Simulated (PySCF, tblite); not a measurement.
# C5H5F: dynamics, then NMR shifts and electronic excitations on frames, part 2 of 2

tblite 0.8.0 and PySCF 2.14.0. Atoms count from 0. The steps go on from the part before.

## (8) Ultraviolet spectrum: 625 fs, PBE0/def2-SVPD

Job settings and geometry (Å):

```
{"job": {"kind": "uv", "xc": "PBE0", "basis": "def2-SVPD", "nstates": 5, "ntriplets": 0}, "charge": 0, "multiplicity": 1}
C      1.694300    -2.570100    -0.170100
C      1.155600    -1.401200    -0.603600
F      1.505100    -1.030600    -1.908700
C      0.271800    -0.620800     0.119900
C     -0.635100     0.302200     0.191100
C     -0.613400    -0.784000     1.252200
H      1.371500    -2.980300     0.758100
H      2.424600    -3.183500    -0.677700
H     -1.159000     1.131400    -0.260100
H     -1.383900    -1.603800     1.180300
H     -0.441700    -0.562000     2.313700
```

Method: TDDFT PBE0/def2-SVPD, vertical, gas phase, core orbitals frozen in the response.

What it wrote:

```text
coarse grid: 9616 points
cycle   1  E = -292.6318491013  dE =  9.211e-01  |g| = 4.719e-01  |ddm| = 5.373e+00
cycle   2  E = -292.5964658182  dE =  3.538e-02  |g| = 6.591e-01  |ddm| = 1.470e+00
cycle   3  E = -292.6772407269  dE = -8.077e-02  |g| = 7.756e-02  |ddm| = 7.829e-01
cycle   4  E = -292.6784975423  dE = -1.257e-03  |g| = 3.547e-02  |ddm| = 2.090e-01
cycle   5  E = -292.6788098212  dE = -3.123e-04  |g| = 1.076e-02  |ddm| = 7.336e-02
cycle   6  E = -292.6788337894  dE = -2.397e-05  |g| = 3.365e-03  |ddm| = 1.736e-02
cycle   7  E = -292.6788363420  dE = -2.553e-06  |g| = 7.157e-04  |ddm| = 6.431e-03
final grid: 94504 points
cycle   8  E = -292.7225779708  dE = -2.037e-05  |g| = 7.107e-03  |ddm| = 7.375e-02
cycle   9  E = -292.7225689681  dE =  9.003e-06  |g| = 1.016e-02  |ddm| = 2.568e-02
cycle  10  E = -292.7225893897  dE = -2.042e-05  |g| = 1.326e-03  |ddm| = 1.248e-02
cycle  11  E = -292.7225897522  dE = -3.625e-07  |g| = 3.337e-04  |ddm| = 2.644e-03
cycle  12  E = -292.7225897769  dE = -2.463e-08  |g| = 1.524e-04  |ddm| = 8.842e-04
cycle  13  E = -292.7225897831  dE = -6.252e-09  |g| = 2.191e-05  |ddm| = 2.914e-04
cycle  14  E = -292.7225897832  dE = -8.708e-11  |g| = 1.196e-05  |ddm| = 5.787e-05
converged SCF energy = -292.7225897832

Static polarisability (au): isotropic 63.702, principal 40.902 58.967 91.236

Singlet excitations
state   eV       nm        f      main configurations
  1   4.8727    254.4   0.32542   H->L 0.91
  2   5.8354    212.5   0.04157   H-2->L 0.82, H-1->L 0.13
  3   6.2592    198.1   0.07089   H-1->L 0.75, H-2->L 0.14
  4   6.5184    190.2   0.02351   H->L+1 0.93
  5   6.9031    179.6   0.00010   H-3->L 0.69, H->L+3 0.26
```

Wall time 12 s (1 thread of Arm Neoverse V2, shared host); peak memory 0.72 GiB.

In short: HOMO -6.86 eV, LUMO -1.66 eV; lowest singlet 4.87 eV.

## (9) Shielding tensors: 800 fs, PBE0/pcSseg-1

Job settings and geometry (Å):

```
{"job": {"kind": "nmr", "xc": "PBE0", "basis": "pcSseg-1", "pop": false}, "charge": 0, "multiplicity": 1}
C      1.371200    -2.137900     0.099000
C      0.789400    -1.326600    -0.750600
F      0.972300    -1.532900    -2.057800
C     -0.163600    -0.314000    -0.394300
C     -1.032700     0.637400    -0.555700
C     -0.472800     0.525700     0.812100
H      1.231400    -1.851700     1.149100
H      2.063200    -2.874700    -0.131000
H     -1.797800     1.097000    -1.163900
H     -1.036000     0.132600     1.651800
H      0.287200     1.234000     1.288200
```

With the program's defaults for keys left out, this is: GIAO PBE0/pcSseg-1 NMR shielding, non-relativistic, gas phase.

What it wrote:

```text
coarse grid: 9616 points
cycle   1  E = -292.7990702955  dE =  1.041e+00  |g| = 5.051e-01  |ddm| = 3.055e+00
cycle   2  E = -292.7690118694  dE =  3.006e-02  |g| = 6.628e-01  |ddm| = 8.900e-01
cycle   3  E = -292.8479147594  dE = -7.890e-02  |g| = 8.514e-02  |ddm| = 5.077e-01
cycle   4  E = -292.8494007062  dE = -1.486e-03  |g| = 4.107e-02  |ddm| = 1.230e-01
cycle   5  E = -292.8497808618  dE = -3.802e-04  |g| = 1.218e-02  |ddm| = 4.359e-02
cycle   6  E = -292.8498124086  dE = -3.155e-05  |g| = 3.460e-03  |ddm| = 1.400e-02
cycle   7  E = -292.8498150766  dE = -2.668e-06  |g| = 1.394e-03  |ddm| = 4.941e-03
final grid: 94504 points
cycle   8  E = -292.8928740339  dE = -2.571e-05  |g| = 5.974e-03  |ddm| = 2.531e-02
cycle   9  E = -292.8928701654  dE =  3.869e-06  |g| = 7.465e-03  |ddm| = 1.432e-02
cycle  10  E = -292.8928830898  dE = -1.292e-05  |g| = 9.878e-04  |ddm| = 8.015e-03
cycle  11  E = -292.8928832942  dE = -2.045e-07  |g| = 2.339e-04  |ddm| = 9.415e-04
cycle  12  E = -292.8928833054  dE = -1.111e-08  |g| = 1.310e-04  |ddm| = 3.127e-04
cycle  13  E = -292.8928833089  dE = -3.506e-09  |g| = 1.836e-05  |ddm| = 1.297e-04
cycle  14  E = -292.8928833089  dE = -4.803e-11  |g| = 1.061e-05  |ddm| = 2.558e-05
converged SCF energy = -292.8928833089

GIAO shielding tensors (ppm)
atom      isotropic    diamagn.    paramagn.     s11        s22        s33       span
  0 C       78.414     260.812    -182.398    -18.024     90.871    162.395    180.419
  1 C       21.857     244.925    -223.068    -78.857     67.794     76.635    155.492
  2 F      279.654     474.017    -194.362    179.795    280.178    378.991    199.196
  3 C       67.762     259.239    -191.477    -63.029     97.933    168.383    231.412
  4 C       71.228     253.739    -182.511    -39.578     80.093    173.168    212.746
  5 C      173.714     247.967     -74.253    129.907    151.959    239.275    109.367
  6 H       26.487      31.799      -5.311     23.668     24.954     30.841      7.173
  7 H       26.517      29.925      -3.408     23.712     26.036     29.802      6.091
  8 H       24.275      31.583      -7.308     22.073     24.033     26.719      4.646
  9 H       30.370      30.552      -0.182     25.584     26.980     38.546     12.963
 10 H       29.153      29.231      -0.078     24.278     26.227     36.953     12.675
```

Wall time 7.8 s (1 thread of Arm Neoverse V2, shared host); peak memory 0.62 GiB.

This run: δ C1 165.1, C3 119.2, C4 115.7, C0 108.5, H8 7.44, H6 5.23 ppm.

## (10) TDDFT and polarisability: 800 fs, PBE0/def2-SVPD

The job, as its differences from that of step 9:

```diff
@@ -1,2 +1,2 @@
-{"job": {"kind": "nmr", "xc": "PBE0", "basis": "pcSseg-1", "pop": false}, "charge": 0, "multiplicity": 1}
+{"job": {"kind": "uv", "xc": "PBE0", "basis": "def2-SVPD", "nstates": 5, "ntriplets": 0}, "charge": 0, "multiplicity": 1}
 C      1.371200    -2.137900     0.099000
```

With the program's defaults for keys left out, this is: TDDFT PBE0/def2-SVPD, vertical, gas phase, core orbitals frozen in the response.

What it wrote:

```text
coarse grid: 9616 points
cycle   1  E = -292.6355437546  dE =  9.888e-01  |g| = 4.698e-01  |ddm| = 5.288e+00
cycle   2  E = -292.6077482132  dE =  2.780e-02  |g| = 6.143e-01  |ddm| = 1.450e+00
cycle   3  E = -292.6804687546  dE = -7.272e-02  |g| = 8.087e-02  |ddm| = 8.159e-01
cycle   4  E = -292.6818307829  dE = -1.362e-03  |g| = 3.918e-02  |ddm| = 1.992e-01
cycle   5  E = -292.6821900243  dE = -3.592e-04  |g| = 1.153e-02  |ddm| = 7.148e-02
cycle   6  E = -292.6822185719  dE = -2.855e-05  |g| = 3.499e-03  |ddm| = 2.281e-02
cycle   7  E = -292.6822215023  dE = -2.930e-06  |g| = 1.252e-03  |ddm| = 8.018e-03
final grid: 94504 points
cycle   8  E = -292.7253468577  dE = -2.187e-05  |g| = 5.961e-03  |ddm| = 1.025e-01
cycle   9  E = -292.7253424935  dE =  4.364e-06  |g| = 7.613e-03  |ddm| = 2.308e-02
cycle  10  E = -292.7253558378  dE = -1.334e-05  |g| = 9.019e-04  |ddm| = 1.175e-02
cycle  11  E = -292.7253560161  dE = -1.783e-07  |g| = 1.647e-04  |ddm| = 1.401e-03
cycle  12  E = -292.7253560204  dE = -4.302e-09  |g| = 1.122e-04  |ddm| = 4.562e-04
cycle  13  E = -292.7253560234  dE = -2.965e-09  |g| = 1.694e-05  |ddm| = 1.728e-04
cycle  14  E = -292.7253560234  dE = -4.809e-11  |g| = 8.901e-06  |ddm| = 4.982e-05
converged SCF energy = -292.7253560234

Static polarisability (au): isotropic 61.470, principal 41.069 58.260 85.079

Singlet excitations
state   eV       nm        f      main configurations
  1   5.0568    245.2   0.27572   H->L 0.91
  2   5.8170    213.1   0.01663   H-2->L 0.65, H-1->L 0.31
  3   6.4580    192.0   0.11443   H-1->L 0.60, H-2->L 0.28
  4   6.6174    187.4   0.01646   H->L+1 0.96
  5   7.1710    172.9   0.02528   H->L+2 0.87, H-3->L 0.10
```

Run time: 12 s. Hardware: 1 thread of Arm Neoverse V2, shared host; peak memory 0.72 GiB.

Key values: HOMO -6.94 eV, LUMO -1.37 eV; lowest singlet 5.06 eV.

## (11) Shielding tensors: 1000 fs, PBE0/pcSseg-1

Job settings and geometry (Å):

```
{"job": {"kind": "nmr", "xc": "PBE0", "basis": "pcSseg-1", "pop": false}, "charge": 0, "multiplicity": 1}
C      0.661900    -2.344000     0.216700
C      0.230000    -1.515000    -0.756600
F      0.109000    -2.047200    -2.041200
C      0.057800    -0.096900    -0.790100
C     -0.202100     1.102100    -1.369800
C     -0.117900     1.132300     0.129600
H      0.798500    -2.101800     1.229800
H      0.806400    -3.355200    -0.021400
H     -0.366600     1.792200    -2.158800
H     -1.040900     1.362600     0.660600
H      0.797300     1.417400     0.646700
```

Level: GIAO PBE0/pcSseg-1 NMR shielding, non-relativistic, gas phase.

What it wrote:

```text
coarse grid: 9616 points
cycle   1  E = -292.7902982623  dE =  8.350e-01  |g| = 5.221e-01  |ddm| = 3.044e+00
cycle   2  E = -292.7362006166  dE =  5.410e-02  |g| = 7.718e-01  |ddm| = 9.576e-01
cycle   3  E = -292.8420964585  dE = -1.059e-01  |g| = 9.118e-02  |ddm| = 5.840e-01
cycle   4  E = -292.8436992382  dE = -1.603e-03  |g| = 5.114e-02  |ddm| = 1.357e-01
cycle   5  E = -292.8442824363  dE = -5.832e-04  |g| = 1.661e-02  |ddm| = 5.657e-02
cycle   6  E = -292.8443472456  dE = -6.481e-05  |g| = 4.662e-03  |ddm| = 1.996e-02
cycle   7  E = -292.8443522574  dE = -5.012e-06  |g| = 1.950e-03  |ddm| = 6.105e-03
final grid: 94504 points
cycle   8  E = -292.8873534060  dE = -2.663e-05  |g| = 6.821e-03  |ddm| = 2.784e-02
cycle   9  E = -292.8873448648  dE =  8.541e-06  |g| = 9.185e-03  |ddm| = 1.592e-02
cycle  10  E = -292.8873653383  dE = -2.047e-05  |g| = 1.541e-03  |ddm| = 9.253e-03
cycle  11  E = -292.8873658997  dE = -5.614e-07  |g| = 3.584e-04  |ddm| = 1.339e-03
cycle  12  E = -292.8873659273  dE = -2.763e-08  |g| = 1.584e-04  |ddm| = 4.622e-04
cycle  13  E = -292.8873659316  dE = -4.233e-09  |g| = 3.982e-05  |ddm| = 1.434e-04
cycle  14  E = -292.8873659319  dE = -3.287e-10  |g| = 1.727e-05  |ddm| = 5.617e-05
converged SCF energy = -292.8873659319

GIAO shielding tensors (ppm)
atom      isotropic    diamagn.    paramagn.     s11        s22        s33       span
  0 C       78.646     256.601    -177.955    -16.045     87.101    164.883    180.928
  1 C       14.298     246.636    -232.338    -81.966     60.616     64.243    146.209
  2 F      248.607     474.890    -226.283    154.839    286.949    304.033    149.194
  3 C       66.837     258.003    -191.166    -65.310     91.760    174.061    239.371
  4 C       63.561     254.764    -191.203    -47.956     58.660    179.980    227.937
  5 C      174.452     245.828     -71.377    139.283    146.792    237.280     97.997
  6 H       26.753      33.027      -6.274     24.273     25.671     30.315      6.042
  7 H       26.518      28.276      -1.759     24.053     25.330     30.170      6.116
  8 H       24.007      32.639      -8.631     21.540     24.155     26.327      4.787
  9 H       30.214      29.901       0.313     25.091     26.962     38.589     13.499
 10 H       30.165      29.868       0.297     24.647     27.408     38.438     13.791
```

It took 7.9 s on 1 thread of Arm Neoverse V2, shared host; peak memory 0.62 GiB.

This run: δ C1 172.6, C4 123.4, C3 120.1, C0 108.3, H8 7.71, H7 5.20 ppm.

## (12) Excited states and response: 1000 fs, PBE0/def2-SVPD

The job, as its differences from that of step 11:

```diff
@@ -1,2 +1,2 @@
-{"job": {"kind": "nmr", "xc": "PBE0", "basis": "pcSseg-1", "pop": false}, "charge": 0, "multiplicity": 1}
+{"job": {"kind": "uv", "xc": "PBE0", "basis": "def2-SVPD", "nstates": 5, "ntriplets": 0}, "charge": 0, "multiplicity": 1}
 C      0.661900    -2.344000     0.216700
```

Method: TDDFT PBE0/def2-SVPD, vertical, gas phase, core orbitals frozen in the response.

What it wrote:

```text
coarse grid: 9616 points
cycle   1  E = -292.6277641608  dE =  7.816e-01  |g| = 4.855e-01  |ddm| = 5.457e+00
cycle   2  E = -292.5770219350  dE =  5.074e-02  |g| = 7.185e-01  |ddm| = 1.554e+00
cycle   3  E = -292.6754322243  dE = -9.841e-02  |g| = 8.536e-02  |ddm| = 8.862e-01
cycle   4  E = -292.6768568775  dE = -1.425e-03  |g| = 4.806e-02  |ddm| = 2.093e-01
cycle   5  E = -292.6773849653  dE = -5.281e-04  |g| = 1.577e-02  |ddm| = 8.851e-02
cycle   6  E = -292.6774446683  dE = -5.970e-05  |g| = 4.500e-03  |ddm| = 3.302e-02
cycle   7  E = -292.6774496029  dE = -4.935e-06  |g| = 1.810e-03  |ddm| = 9.810e-03
final grid: 94504 points
cycle   8  E = -292.7204164060  dE = -2.380e-05  |g| = 6.676e-03  |ddm| = 9.520e-02
cycle   9  E = -292.7204078216  dE =  8.584e-06  |g| = 9.072e-03  |ddm| = 2.909e-02
cycle  10  E = -292.7204280668  dE = -2.025e-05  |g| = 1.434e-03  |ddm| = 1.465e-02
cycle  11  E = -292.7204285698  dE = -5.030e-07  |g| = 3.183e-04  |ddm| = 2.241e-03
cycle  12  E = -292.7204285926  dE = -2.277e-08  |g| = 1.396e-04  |ddm| = 6.284e-04
cycle  13  E = -292.7204285963  dE = -3.682e-09  |g| = 3.542e-05  |ddm| = 2.039e-04
cycle  14  E = -292.7204285965  dE = -2.555e-10  |g| = 1.731e-05  |ddm| = 9.222e-05
converged SCF energy = -292.7204285965

Static polarisability (au): isotropic 64.902, principal 40.810 58.085 95.810

Singlet excitations
state   eV       nm        f      main configurations
  1   4.7032    263.6   0.26244   H->L 0.83, H-1->L 0.14
  2   5.3726    230.8   0.12114   H-1->L 0.59, H-2->L 0.27, H->L 0.12
  3   6.2019    199.9   0.07041   H-2->L 0.66, H-1->L 0.22
  4   6.5624    188.9   0.00556   H-3->L 0.64, H->L+1 0.33
  5   6.5958    188.0   0.00498   H->L+1 0.62, H-3->L 0.32
```

It took 12 s on 1 thread of Arm Neoverse V2, shared host; peak memory 0.72 GiB.

In short: HOMO -6.86 eV, LUMO -1.75 eV; lowest singlet 4.70 eV.

## (13) Comparing the runs: NMR shifts

Shifts (ppm) of some atoms, chosen among heavy atoms and hydrogens apart, with basis size and wall time:

```
  frame     C1     C3     C4     C0    H8   H10      F2  functions   time
 250 fs  165.6  121.3  116.5  108.5  7.00  1.87  -104.4        127    8 s
 425 fs  170.3  117.7  117.1  106.8  6.83  0.85   -99.9        127  7.7 s
 625 fs  173.7  113.7  122.1  119.9  8.08  2.50   -93.3        127    8 s
 800 fs  165.1  119.2  115.7  108.5  7.44  2.56  -108.7        127  7.8 s
1000 fs  172.6  120.1  123.4  108.3  7.71  1.55   -77.7        127  7.9 s
```

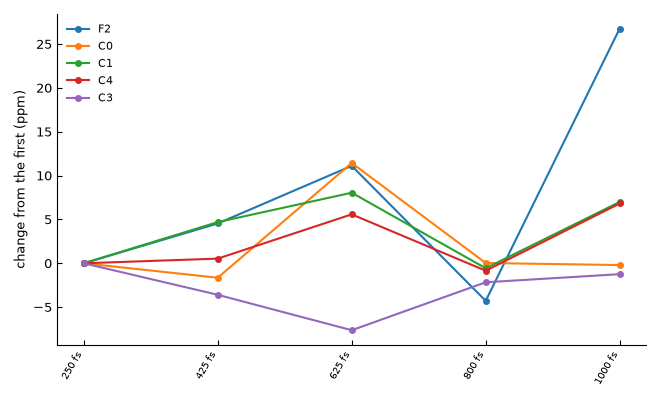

How five of the tabulated atoms move from run to run.

## (14) Run by run: electronic excitations

Excitations and ground-state properties, with basis size and wall time:

```
  frame  lowest singlet (eV)  brightest (eV)      f  gap (eV)  α (Å³)  μ (D)  functions  time
 250 fs                 4.81            4.81  0.286      5.24    9.36   1.06        163  12 s
 425 fs                 5.35            5.35  0.389      5.70    9.10   1.20        163  13 s
 625 fs                 4.87            4.87  0.325      5.20    9.44   1.54        163  12 s
 800 fs                 5.06            5.06  0.276      5.57    9.11   1.16        163  12 s
1000 fs                 4.70            4.70  0.262      5.11    9.62   1.56        163  12 s
```

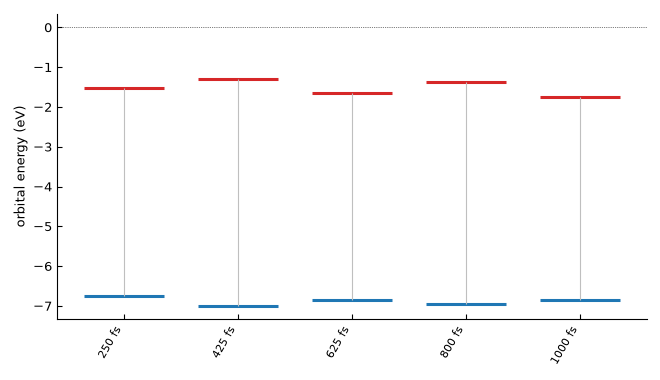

HOMO (blue) and LUMO (red) run by run.

## (15) Summary of results

The summary covers parts 1 to 2.

| quantity | value |
| --- | --- |
| thermostat | 300 K |
| mean temperature, second half | 279 K |
| mean potential energy above the minimum | 0.29 eV |
| 13C shifts against TMS (PBE0/pcSseg-1, 250 fs) | 165.6, 121.3, 116.5, 108.5, 11.8 ppm |
| 1H shifts against TMS (PBE0/pcSseg-1, 250 fs) | 7.00, 6.43, 5.54, 1.87, 0.97 ppm |
| 19F shifts against CFCl3 (PBE0/pcSseg-1, 250 fs) | -104.4 ppm |
| lowest singlet (PBE0/def2-SVPD, 250 fs) | 4.81 eV (258 nm), f = 0.286 |
| range of the shift of F2 | -108.7 to -77.7 ppm |
| range of the lowest singlet | 4.70 to 5.35 eV |

**Reading.** In the second half the potential energy averages 0.29 eV above the minimum; equipartition over 27 harmonic modes at 300 K would give 0.35 eV. With 11 atoms the temperature swings widely (159 to 446 K). Shifts at one fixed geometry are not the observed spectrum, which averages over the motion. In the first frame run (250 fs): The largest span, 248 ppm, is at C3, where the paramagnetic term is -191 ppm. The first singlet state (HOMO→LUMO 0.92) lies at 4.81 eV and is bright. In ppm, F2 moves most: its shift spreads over 31.0 ppm, from -108.7 (800 fs) to -77.7 (1000 fs). The lowest singlet runs from 4.70 eV (1000 fs) to 5.35 eV (425 fs), while the orbital gap spans 5.11 to 5.70 eV. The lowest state need not be the same one in every run.
